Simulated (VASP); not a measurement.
Band structure of CaS (relaxed from the zinc blende structure, space group F-43m). These are PBE GGA, VASP's PBE PAW potentials (set 64) (plane waves; VASP 6.6.1) values and carry that method's errors.

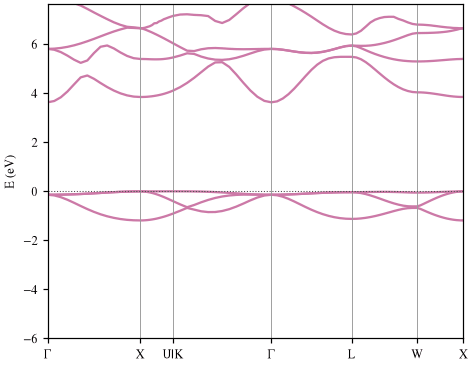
Bands along high-symmetry lines, zero at the valence-band maximum or, without a gap, the Fermi level

Problem. Read the plot: is there a gap, and where are the band edges?

Solution. The gap is indirect, 3.63 eV, from the valence maximum at U to the conduction minimum at Γ. (Edges off the drawn lines would not show.)

The structure was generated: CaS was put into the zinc blende type (F-43m), which need not be its known phase. It was relaxed first, which changed the volume by -8 %.
